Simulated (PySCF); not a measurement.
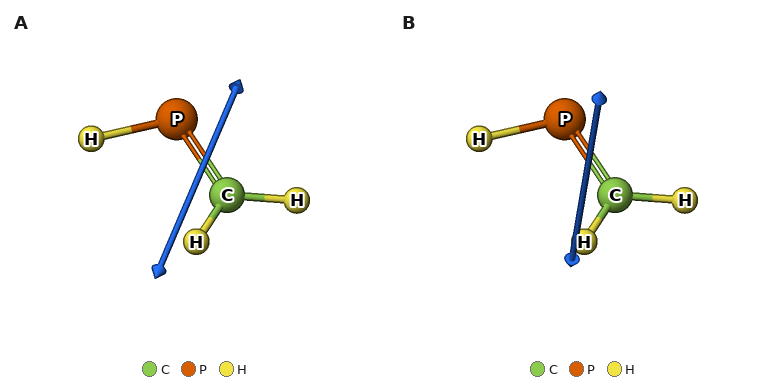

The double arrows show the directions of two transition dipoles from the ground state (lengths mean nothing). The geometry was computed by an optimisation with PBE0-D3(BJ)/def2-SVP. No frequency run is at hand to confirm it as a minimum. Method: TDDFT BHandHLYP/def2-SVPD, vertical, gas phase, core orbitals frozen in the response (PySCF 2.14.0).

> One belongs to singlet state 3 and one to singlet state 8. Which is which?

A: state 8, 8.58 eV (145 nm), oscillator strength 0.14, mainly HOMO−1 → LUMO+2 (weight 0.85).
B: state 3, 6.76 eV (183 nm), oscillator strength 0.029, mainly HOMO → LUMO+1 (weight 0.90); polarised normal to the molecular plane.
